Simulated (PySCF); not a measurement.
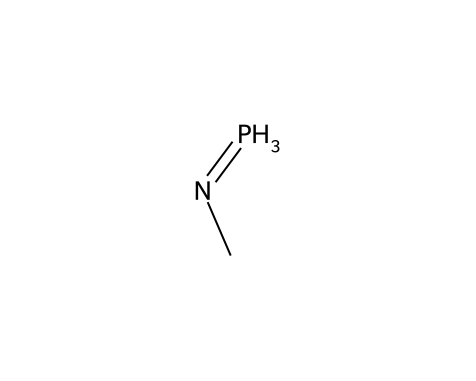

Skeletal drawing of a molecule.

Write the SMILES.

CN=[PH3]

Give the formula, hydrogens included.

CH6NP.

More results for the same structure follow; atom numbers are the same in all pictures, views and colours differ. The computed structure is the end point of a PBE0-D3(BJ)/def2-TZVP optimisation. No frequency run is at hand to confirm it as a minimum.

### Geometry

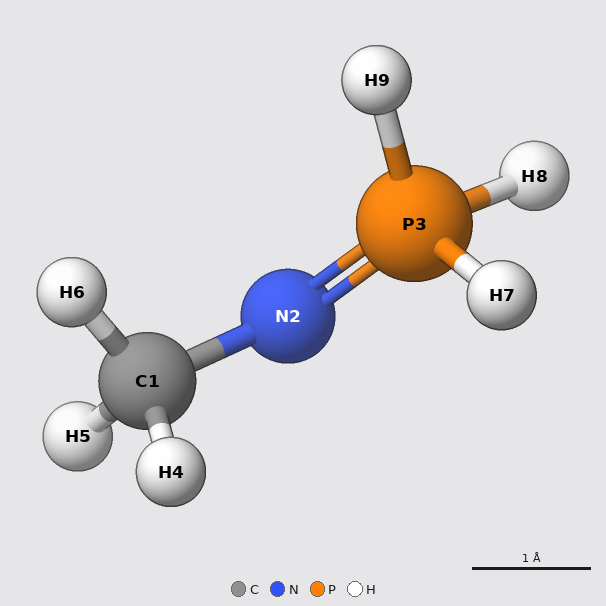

The atoms are numbered. No frequency run is at hand to confirm it as a minimum.

Estimate the angles N2–C1–H4, N2–C1–H5, N2–C1–H6, C1–N2–P3, N2–P3–H7, N2–P3–H8, N2–P3–H9.

```csv
angle,degrees
N2–C1–H4,113.3
N2–C1–H5,108.9
N2–C1–H6,113.4
C1–N2–P3,124.6
N2–P3–H7,121.3
N2–P3–H8,109.9
N2–P3–H9,121.1
```

### Levels of theory compared

No frequency run is at hand to confirm it as a minimum. Program: PySCF 2.14.0.

At this fixed geometry, give HOMO energy (eV) at these levels: B97-2/pcSseg-2; KT3/pcSseg-2; PBE0/pcSseg-2; WP04/pcSseg-2 in chloroform (IEF-PCM); ωB97X-D/pcSseg-2; ωB97X-D/pcSseg-2 in chloroform (IEF-PCM).

| level | HOMO energy (eV) |
| --- | --- |
| B97-2/pcSseg-2 | −6.06 |
| KT3/pcSseg-2 | −5.18 |
| PBE0/pcSseg-2 | −6.30 |
| WP04/pcSseg-2 in chloroform (IEF-PCM) | −7.40 |
| ωB97X-D/pcSseg-2 | −8.13 |
| ωB97X-D/pcSseg-2 in chloroform (IEF-PCM) | −8.15 |

### NMR shielding

The questions are on isotropic NMR shieldings of the H atoms. No frequency run is at hand to confirm it as a minimum. Method: GIAO WP04/pcSseg-2 NMR shielding, non-relativistic, IEF-PCM chloroform (PySCF 2.14.0).

Which H atom is the most shielded (lowest chemical shift)?

H4, H6 (29.17 to 29.19 ppm).

Which H atom is the least shielded (highest chemical shift)?

H7, H9 (24.89 ppm).

How wide is the range of H shifts?

4.30 ppm.

List the isotropic NMR shieldings of the H atoms.

| atom | σ (ppm) |
| --- | --- |
| H4 | 29.17 |
| H5 | 28.97 |
| H6 | 29.19 |
| H7 | 24.89 |
| H8 | 25.44 |
| H9 | 24.89 |

### Charges

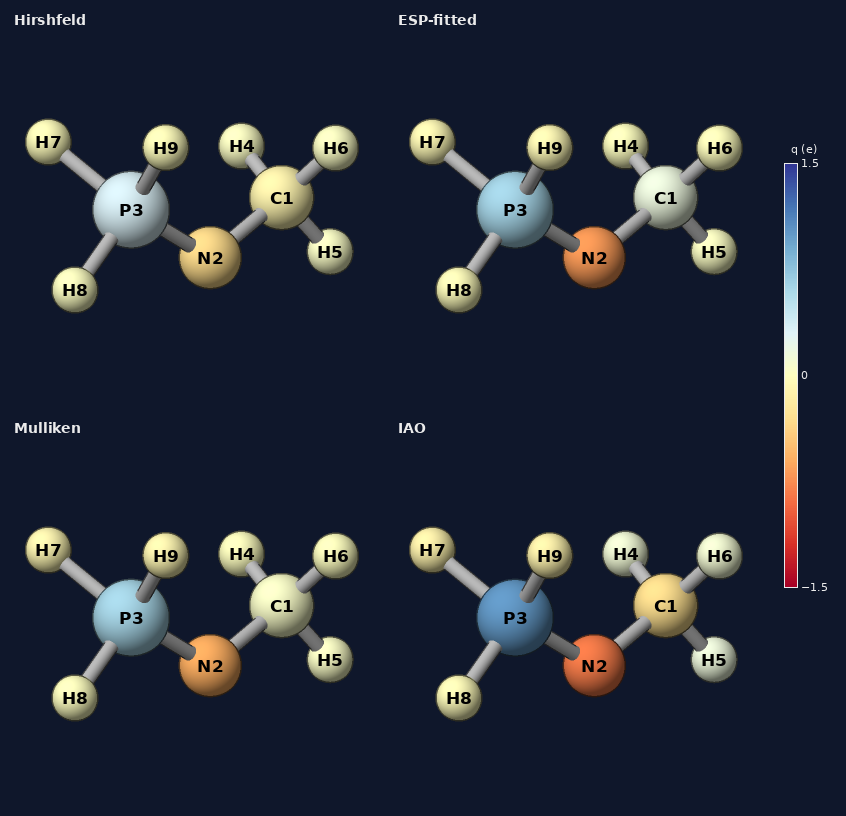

Atomic charges of one calculation by 4 schemes, on one colour scale. No frequency run is at hand to confirm it as a minimum. Level of theory: PBE0/pcSseg-2 (PySCF 2.14.0).

Which scheme gives the most polar picture (largest mean size of the charges)?

The IAO charges are the largest in size here, and the Hirshfeld charges the smallest.

On which atom do the schemes disagree most?

On P3 (from 0.33 to 1.00 e).

List the charges (e), one line for each set of equivalent atoms. Atoms whose distances differ by more than 0.02 Å in this geometry are listed apart.

| atom | Hirshfeld | ESP-fitted | Mulliken | IAO |
| --- | --- | --- | --- | --- |
| C1 | −0.10 | 0.17 | 0.06 | −0.30 |
| N2 | −0.33 | −0.69 | −0.59 | −0.82 |
| P3 | 0.33 | 0.62 | 0.62 | 1.00 |
| H4 | 0.03 | 0.00 | 0.01 | 0.12 |
| H5 | 0.04 | 0.03 | 0.04 | 0.15 |
| H6 | 0.03 | −0.01 | 0.01 | 0.12 |
| H7 | −0.01 | −0.06 | −0.07 | −0.12 |
| H8 | 0.02 | −0.01 | 0.00 | −0.03 |
| H9 | −0.01 | −0.05 | −0.07 | −0.12 |

Mulliken values depend strongly on the basis set and can even reverse the polarity of a bond.
